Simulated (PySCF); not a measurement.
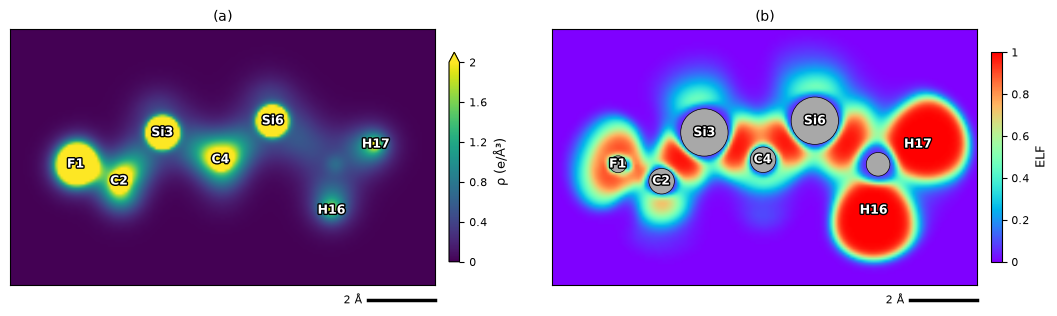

C2H10F2Si3 (SMILES FC[SiH2][C@H](F)[SiH2][SiH3]). (a) electron density; (b) ELF on the plane of atoms C2, Si3 and C4. Grey discs cover the atomic cores in the ELF map.

Geometry: GFN2-xTB.

Method: PySCF, PBE0/def2-SVPD, SCF density, gas phase.

Input file:

```
{"job": {"kind": "uv", "xc": "PBE0", "basis": "def2-SVPD", "nstates": 8, "ntriplets": 3}, "charge": 0, "multiplicity": 1}
F      4.328820    -0.289055     0.043341
C      3.112378     0.352019     0.181519
Si     1.705728    -0.758642    -0.497924
C      0.082254     0.229082    -0.268436
F      0.024159     0.631240     1.079755
Si    -1.577193    -0.657897    -0.676235
Si    -3.332120     0.603317     0.150230
H      3.206293     1.300466    -0.355131
H      2.998217     0.570595     1.246429
H      1.659735    -1.992925     0.284652
H      1.907984    -1.003602    -1.926165
H      0.133440     1.170124    -0.828807
H     -1.466471    -2.004946    -0.102009
H     -1.522386    -0.832840    -2.134392
H     -3.760727     0.164936     1.480679
H     -3.004573     2.029231     0.249771
H     -4.502537     0.500927    -0.728846
```

Launched as:

```sh
OMP_NUM_THREADS=1 python probes_run.py task.json out
```

### What do the fields say about this system?

The section cuts through F, C, Si and H sites. C–F (1.38 Å): ρ is about 2 e/Å³ halfway, with its minimum of 1.5 e/Å³ about 0.5 Å from C; the ELF peaks at about 0.85 between the atoms (a polar covalent bond). C–Si (1.91 Å): the density is about 0.92 e/Å³ at the midpoint; the ELF peaks at about 1 between the atoms; localised, covalent bonding. The ELF also peaks beside F1, away from the bonds: lone-pair regions.
